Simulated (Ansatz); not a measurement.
We consider cubic perovskite KTaO₃, described by r²SCAN+SOC (Ansatz, a program for electronic structure, PAW).

Run with plane-wave cutoff 560 eV, 8×8×8 k mesh, Fermi–Dirac smearing 0.01 eV, PAW data made under PBE.

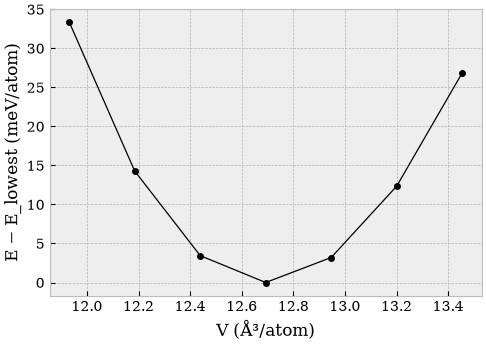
*Total energy against volume*

Task: From the curve, estimate the equilibrium volume and the bulk modulus.

Result: V0 ≈ 12.7 Å³/atom and B0 ≈ 210 GPa; the fit gives V0 = 12.693 Å³/atom, B0 = 209 GPa, B′ = 4.4.

Measured, for comparison: bulk modulus 220 GPa (temperature not stated, no zero-point or thermal correction; as tabulated in Tinte et al. (1998), arXiv:cond-mat/9809379). Computed (rounded) less measured: bulk modulus -5 %.
